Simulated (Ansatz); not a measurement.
# CHClFGeNO: ionisation energy by level of theory

Aim: the vertical ionisation energy of CHClFGeNO, as cation minus neutral at the neutral's geometry, on several levels, and how well −ε(HOMO) stands in for it.

The runs use Ansatz 0.2.0, Gaussian basis; unrestricted cation, the program's frozen cores in correlated methods.

The runs, in order: UKS PBE-D4/def2-TZVPP; UKS r2SCAN-D4/def2-TZVPP; UKS PBE0-D4/def2-TZVPP; UKS B3LYP-D4/def2-TZVPP; UKS wB97X-V/def2-TZVPP; UKS wB97M-V/def2-TZVPP; UKS B2PLYP/def2-TZVPP; UHF-CCSD(T)/def2-TZVPP; UHF-MP2/def2-QZVPP; extrapolation to the limit; then −ε(HOMO) from the neutral's earlier runs with LDA (SPW92), PBE-D4, revPBE-D4, BLYP-D4, r2SCAN-D4, B97M-V, PBE0-D4, B3LYP-D4, r2SCANh-D4, r2SCAN0-D4, HSE06-D4, BHLYP-D4, CAM-B3LYP-D4, LC-ωPBE, ωB97X-V, ωB97M-V.

## Step 1: The geometry

The geometry comes from an earlier relaxation with PBE0-D4 in a triple-zeta def2 set; it is a stationary point, not always the lowest conformer.

7 atoms, charge 0, spin multiplicity 1.

Atoms are counted from 1 here; the program's logs count them from 0.

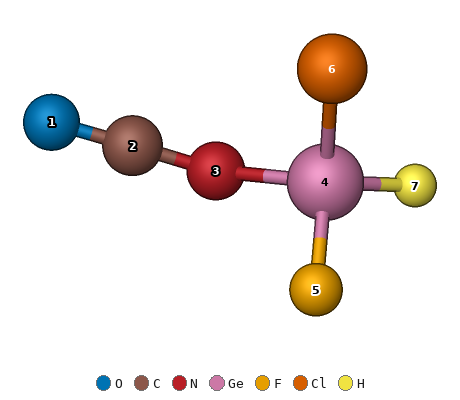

The structure; oxygen blue, carbon brown, nitrogen red, germanium pink, fluorine amber, chlorine orange, hydrogen yellow; atoms are numbered from 1 in the order of the file.

## Step 2: Cation, UKS PBE-D4/def2-TZVPP

Contents of in.yaml:

```yaml
crystal:
  periodic: [false, false, false]
  atoms:
    - {symbol: O, position_ang: [1.675778, -1.506396, 1.867094]}
    - {symbol: C, position_ang: [1.076676, -1.163708, 0.936139]}
    - {symbol: N, position_ang: [0.474431, -0.882782, -0.070721]}
    - {symbol: Ge, position_ang: [-0.556332, 0.470077, -0.670905]}
    - {symbol: F, position_ang: [0.511301, 1.720902, -1.176347]}
    - {symbol: Cl, position_ang: [-1.715872, 1.269328, 0.917683]}
    - {symbol: H, position_ang: [-1.404882, 0.024579, -1.848643]}
basis:
  gaussian: {orbitals: def2-TZVPP}
total_charge: 1
magnetization: {spin_polarized: true, initial_magnetization: 1}
hamiltonian: {xc: pbe, dispersion: d4}
```

Command:

```
ansatz run in.yaml --threads 2 --pin off --events-out ev --progress --plain --max-ram 32768MiB --backend cpu
```

The runs that follow: Cation, UKS r2SCAN-D4/def2-TZVPP; Cation, UKS PBE0-D4/def2-TZVPP; Cation, UKS B3LYP-D4/def2-TZVPP; Cation, UKS wB97X-V/def2-TZVPP; Cation, UKS wB97M-V/def2-TZVPP; Cation, UKS B2PLYP (frozen core)/def2-TZVPP; Cation, UHF-CCSD(T)/def2-TZVPP; Cation, UHF-MP2/def2-QZVPP.

Q: Predict the results of all the runs planned. Wanted: ionisation energy, CCSD(T)/CBS; nearest functional by difference; nearest −ε(HOMO); −ε(HOMO) of PBE; T1 of the cation.

**Answer**, as computed:

| quantity | value |
| --- | --- |
| ionisation energy, CCSD(T)/CBS | 11.82 eV |
| nearest functional by difference | ωB97X-V (-0.14 eV) |
| nearest −ε(HOMO) | ωB97X-V (-0.17 eV) |
| −ε(HOMO) of PBE | 7.85 eV |
| T1 of the cation | 0.028 |

What this shows: By cation minus neutral, the functionals miss by 0.86 eV at most. The PBE orbital energy is 4.0 eV too small: a semilocal HOMO is no ionisation energy. Among orbital estimates ωB97X-V comes nearest. Hartree-Fock falls 1.30 eV short, as the neutral has more correlation energy than the cation. The cation may have settled in a state other than its lowest; no search over hole states beyond the program's own was made. Correlated methods include outer-core shells of Ge, which these sets cover unevenly. With outer-core shells in play the reference is unsure by up to some tenths of an eV, so close misses can't be ranked.
